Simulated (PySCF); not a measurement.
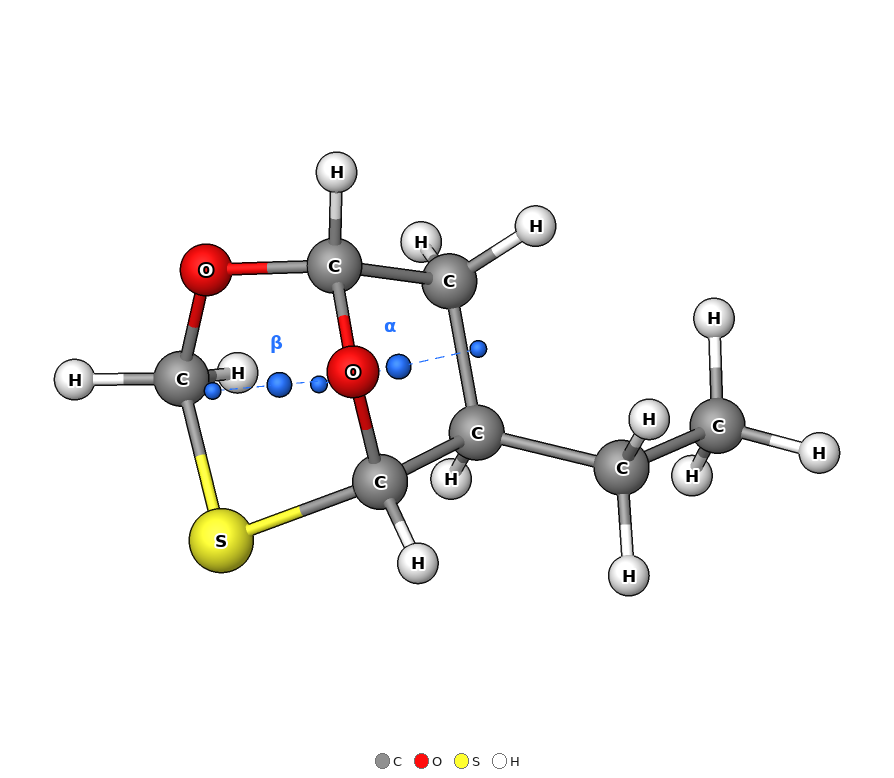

The small points mark where nucleus-independent chemical shifts (NICS) were computed: at the centre of each lettered ring and 1 Å above and below it. Computed geometry: GFN2-xTB optimisation. No frequency run is at hand to confirm it as a minimum. Method: GIAO PBE0/pcSseg-1 NMR shielding, non-relativistic, gas phase (PySCF 2.14.0).

Give NICS(0), NICS(1) and the out-of-plane component NICS(1)zz for each ring (means of the two sides).

```csv
ring,members,NICS(0),NICS(1),NICS(1)zz
α,C4O,−6.7,−4.1,−9.9
β,C3O2S,−3.2,−2.6,1.7
```

Values in ppm.

### What do the values say about the ring currents?

Ring β: weak, as in a non-aromatic ring. NICS is one index among several.
